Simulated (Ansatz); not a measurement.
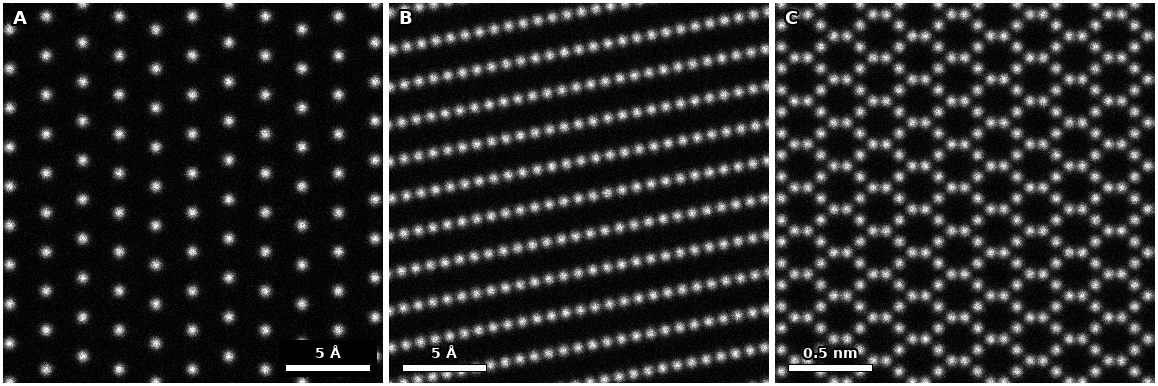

Three views of Re (P6_3/mmc, No. 194) along different zone axes. Simulated incoherent Z contrast: every atom adds Z^1.7 spread by a probe of 0.50 Å full width; channelling and multiple scattering are left out. The probe carries 15 % of its weight in a tail 2.5 times as wide. Shot noise was added. Atomic positions: the input geometry of an electronic-structure calculation (not necessarily at equilibrium); the starting structure was generated, so it need not be a known form of this composition.

```
CELL_PARAMETERS angstrom
2.76059 0.00000 0.00000
-1.38030 2.39074 0.00000
0.00000 0.00000 8.90496
ATOMIC_POSITIONS crystal
Re 0.00000 0.00000 0.00000
Re 0.00000 0.00000 0.50000
Re 0.33333 0.66667 0.25000
Re 0.66667 0.33333 0.75000
```

Q: Match the panels to the zone axes [100], [101] and [310].

A is [100]: projected cell 2.39 × 8.90 Å, 90°, plane group p2mg. B is [310]: projected cell 0.90 × 8.90 Å, 90°. C is [101]: projected cell 2.64 × 2.73 Å, 119°, plane group c2mm.
